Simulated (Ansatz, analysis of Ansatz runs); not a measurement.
**Lu2MgS4 (Fd-3m): a line between two S sites for an added hole**

Question: does an added hole stay on the S atom where it is started in Lu2MgS4 (Fd-3m), and if so, how high is the barrier for a hop to another S site nearby? Model: a cell of 56 host atoms.

Calculated with Ansatz 0.2.0; plane-wave PAW DFT, PBEsol+U; relaxation of all atoms of a supercell at fixed charge in a uniform background; PAW set soft_1.

### 1. Set-up

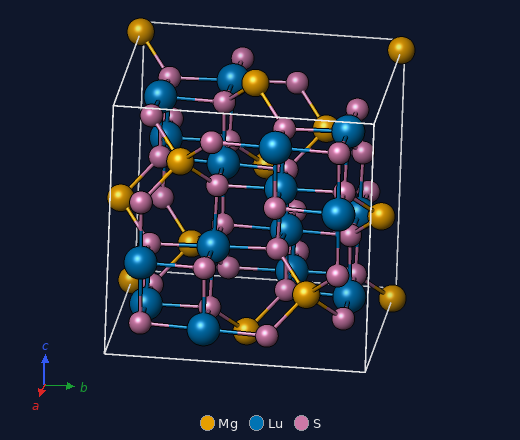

The cell as given, slightly off an axis (magnesium orange, lutetium blue, sulfur pink). Bonds to atoms that aren't drawn are left out. Some periodic images of atoms are drawn too.

The cell holds 56 atoms: 8 Mg, 16 Lu and 32 S. Its edges and angles: a = 10.871 Å, b = 10.871 Å, c = 10.871 Å, α = 90.0°, β = 90.0°, γ = 90.0°. It derives from Lu2MgS4 (space group Fd-3m). Nearest the centre at fractional (0.381, 0.500, 0.500): S26 at 1.83 Å, S41 at 1.83 Å, Lu18 at 1.92 Å, Lu13 at 1.92 Å, S40 at 3.17 Å, S55 at 3.17 Å, Lu23 at 3.28 Å, Lu12 at 3.28 Å.

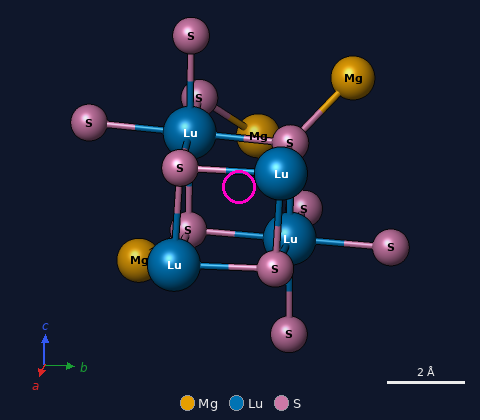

The atoms within 5 Å of the centre. A ring marks the centre wherever it is empty.

Hubbard terms: S p 6.0 eV. They were chosen, not fitted, to curb self-interaction in the shells named, the trial site's among them. The two sites are S41 and S26. The cell's shortest repeat is 10.9 Å.

### 2. The cell without the carrier

The neutral cell is relaxed first, from small random displacements, so that bond lengths and moments with the carrier can be set beside those of a relaxed cell without it.

Input file neutral.relax/input.yaml:

```yaml
crystal:
  lattice:
    - [10.87094853, 0.0, 0.0]
    - [0.0, 10.87094853, 0.0]
    - [0.0, 0.0, 10.87094853]
  atoms:
    - { symbol: Mg, position: [0.0, 0.0, 0.0] }
    - { symbol: Mg, position: [0.0, 0.5, 0.5] }
    - { symbol: Mg, position: [0.5, 0.0, 0.5] }
    - { symbol: Mg, position: [0.5, 0.5, 0.0] }
    - { symbol: Mg, position: [0.25, 0.25, 0.25] }
    - { symbol: Mg, position: [0.25, 0.75, 0.75] }
    - { symbol: Mg, position: [0.75, 0.25, 0.75] }
    - { symbol: Mg, position: [0.75, 0.75, 0.25] }
    - { symbol: Lu, position: [0.125, 0.125, 0.625] }
    - { symbol: Lu, position: [0.125, 0.625, 0.125] }
    - { symbol: Lu, position: [0.625, 0.125, 0.125] }
    - { symbol: Lu, position: [0.625, 0.625, 0.625] }
    - { symbol: Lu, position: [0.375, 0.375, 0.625] }
    - { symbol: Lu, position: [0.375, 0.875, 0.125] }
    - { symbol: Lu, position: [0.875, 0.375, 0.125] }
    - { symbol: Lu, position: [0.875, 0.875, 0.625] }
    - { symbol: Lu, position: [0.375, 0.125, 0.875] }
    - { symbol: Lu, position: [0.375, 0.625, 0.375] }
    - { symbol: Lu, position: [0.875, 0.125, 0.375] }
    - { symbol: Lu, position: [0.875, 0.625, 0.875] }
    - { symbol: Lu, position: [0.125, 0.375, 0.875] }
    - { symbol: Lu, position: [0.125, 0.875, 0.375] }
    - { symbol: Lu, position: [0.625, 0.375, 0.375] }
    - { symbol: Lu, position: [0.625, 0.875, 0.875] }
    - { symbol: S, position: [0.380941, 0.119059, 0.119059] }
    - { symbol: S, position: [0.380941, 0.619059, 0.619059] }
    - { symbol: S, position: [0.880941, 0.119059, 0.619059] }
    - { symbol: S, position: [0.880941, 0.619059, 0.119059] }
    - { symbol: S, position: [0.369059, 0.369059, 0.869059] }
    - { symbol: S, position: [0.369059, 0.869059, 0.369059] }
    - { symbol: S, position: [0.869059, 0.369059, 0.369059] }
    - { symbol: S, position: [0.869059, 0.869059, 0.869059] }
    - { symbol: S, position: [0.369059, 0.130941, 0.630941] }
    - { symbol: S, position: [0.369059, 0.630941, 0.130941] }
    - { symbol: S, position: [0.869059, 0.130941, 0.130941] }
    - { symbol: S, position: [0.869059, 0.630941, 0.630941] }
    - { symbol: S, position: [0.119059, 0.119059, 0.380941] }
    - { symbol: S, position: [0.119059, 0.619059, 0.880941] }
    - { symbol: S, position: [0.619059, 0.119059, 0.880941] }
    - { symbol: S, position: [0.619059, 0.619059, 0.380941] }
    - { symbol: S, position: [0.380941, 0.380941, 0.380941] }
    - { symbol: S, position: [0.380941, 0.880941, 0.880941] }
    - { symbol: S, position: [0.880941, 0.380941, 0.880941] }
    - { symbol: S, position: [0.880941, 0.880941, 0.380941] }
    - { symbol: S, position: [0.130941, 0.369059, 0.630941] }
    - { symbol: S, position: [0.130941, 0.869059, 0.130941] }
    - { symbol: S, position: [0.630941, 0.369059, 0.130941] }
    - { symbol: S, position: [0.630941, 0.869059, 0.630941] }
    - { symbol: S, position: [0.130941, 0.130941, 0.869059] }
    - { symbol: S, position: [0.130941, 0.630941, 0.369059] }
    - { symbol: S, position: [0.630941, 0.130941, 0.369059] }
    - { symbol: S, position: [0.630941, 0.630941, 0.869059] }
    - { symbol: S, position: [0.119059, 0.380941, 0.119059] }
    - { symbol: S, position: [0.119059, 0.880941, 0.619059] }
    - { symbol: S, position: [0.619059, 0.380941, 0.619059] }
    - { symbol: S, position: [0.619059, 0.880941, 0.119059] }
basis:
  ecutwfc: 420
  xc_grid: 2
hamiltonian:
  xc: pbesol
  hubbard:
    sites: [{ species: S, l: p, u_eff: 6.0 }]
    projectors: ortho-atomic
  pseudopotentials: { kind: paw, azcp: { folder: soft_1 }, xc_functional: pbe }
kpoints:
  mp_grid: { grid: [1, 1, 1] }
scf:
  occupations: { method: fermi_dirac, width: 0.01 }
  max_iter: 120
  lower_state_search: "off"
output:
  forces: true
relax:
  f_tol: 0.02
  max_steps: 70
  random_displacement: { amplitude: 0.04, seed: 6351 }
checkpoint:
  write: "../neutral.relax.run"
  compress: false
  write_wavefunctions: true
  write_every: 100000
```

Started as:

```console
$ ansatz run input.yaml --threads 4 --pin off --max-ram 17899MiB --backend cpu --events-out ev --progress --plain --runs-dir out
```

Numbers of over 12 decimals in the logs are rounded to 6 here.

Log:

```text
[... repeated set-up lines and file paths are left out, and long positions are rounded to six places ...]
Engine: ansatz 0.2.0, aarch64-unknown-linux-gnu
Pseudopotentials: kind: paw
Pseudopotential: Mg, paw, valence charge 10, recommended cutoff 420 eV (normal), soft_1/Mg.paw.azcp
Pseudopotential: Lu, paw, valence charge 25, recommended cutoff 420 eV (normal), soft_1/Lu.paw.azcp
Pseudopotential: S, paw, valence charge 6, recommended cutoff 420 eV (normal), soft_1/S.paw.azcp
Functional definition: PBEsol
  exchange = pbesol_x
  correlation = pbesol_c
Crystal: 56 atoms, lattice volume = 1284.702 Å³
Basis set: ecut = 420 eV, 25173 PW (Γ), exchange–correlation on 150×150×150 points (8 copies of the dense FFT grid, shifted against one another)
Bands: 404, of which v1, the nominal top of the filled ones, is band 336 counted from 1 (335 counted from 0)
Symmetry: 1 space group operations
k-points: 1
Non-local potential: Mg, projectors of the file, l = 0: 3, l = 1: 2, l = 2: 1
Non-local potential: Lu, projectors of the file, l = 0: 3, l = 1: 2, l = 2: 2, l = 3: 3
Non-local potential: S, projectors of the file, l = 0: 2, l = 1: 2, l = 2: 1
PAW form: soft (Blöchl's): semilocal exchange-correlation on the pseudo side does not see the compensation charge
PAW frozen core: Mg, regenerated for the run's functional, and the local potential with it (the file was generated under x = pbe(κ = 0.804, μ = 0.219515), c = pbe(β = 0.066725))
PAW frozen core: Lu, regenerated for the run's functional, and the local potential with it (the file was generated under x = pbe(κ = 0.804, μ = 0.219515), c = pbe(β = 0.066725))
[...]
atom  23  Lu     0.00185969    -0.00026697    -0.00025219
  [... 2 atoms left out ...]
  atom  26  S      0.00070943    -0.00040505     0.00252244
  [... 13 atoms left out ...]
  atom  40  S      0.00172354     0.00025622    -0.00048983
  atom  41  S      0.00174987    -0.00047197    -0.00115334
  [... 3 atoms left out ...]
  atom  45  S     -0.00440528     0.00236013    -0.00127699
  [... 4 atoms left out ...]
  atom  50  S     -0.00155171     0.00240653     0.00123389
  [... 4 atoms left out ...]
  atom  55  S      0.00371278    -0.00418142    -0.00015087
  [... 1 atom left out ...]
  max |Σ_I F_I| component: 2.63e-5 eV/Å
--- Band table (eV) ---
  k-point 0: bands = ["-67.1140", "-67.1139", "-67.1138", "-67.1134", [... 396 left out ...] "12.6689", "12.7476", "12.7477", "12.9147"]
Occupation matrices written to <dir>
--- Relaxed structure (4 steps of the walk, 4 accepted, 0 SCFs on fresh bases) ---
  F+E_penalty+E_count = -277432.40909814 eV   max|allowed force component| = 1.370e-2 eV/Å
  atoms:
    - { symbol: Mg, position: [-3.5008128853649614e-5, 0.000188, 0.000232] }
    - { symbol: Mg, position: [-0.000211, 0.500137, 0.499959] }
[...]
- { symbol: Lu, position: [0.624965, 0.624976, 0.624952] }
    - { symbol: Lu, position: [0.374958, 0.374895, 0.624798] }
[...]
- { symbol: Lu, position: [0.375052, 0.624888, 0.374670] }
[...]
- { symbol: Lu, position: [0.624893, 0.374891, 0.375066] }
[...]
- { symbol: S, position: [0.379714, 0.620156, 0.619954] }
    [... 13 atoms left out ...]
    - { symbol: S, position: [0.620283, 0.620150, 0.379675] }
    - { symbol: S, position: [0.379647, 0.379614, 0.379560] }
    [... 3 atoms left out ...]
    - { symbol: S, position: [0.129697, 0.370156, 0.629504] }
    [... 4 atoms left out ...]
    - { symbol: S, position: [0.129769, 0.629553, 0.370120] }
    [... 4 atoms left out ...]
    - { symbol: S, position: [0.620203, 0.379713, 0.620325] }
    [... 1 atom left out ...]
[key lines of the parts left out:]
SCF converged after 5 iterations
Free energy (F): -277432.409098 eV
Fermi energy:    7.113872 eV
```

Elapsed: 95 s, on 4 threads of Arm Neoverse V2, shared host; peak memory 1.8 GiB.

The largest displacement from an ideal site is 0.025 Å.

(Part 1 of 3 ends here.)

[Logs are printed without paths, hosts, clocks, repeated set-up lines and the standing remarks that a program may print on its own settings, such as how far it seeks lower states.]

[Hosts, paths, dates, database ids (printed as entryN), source tags and the programs' standing remarks are cut or masked in the printed files.]
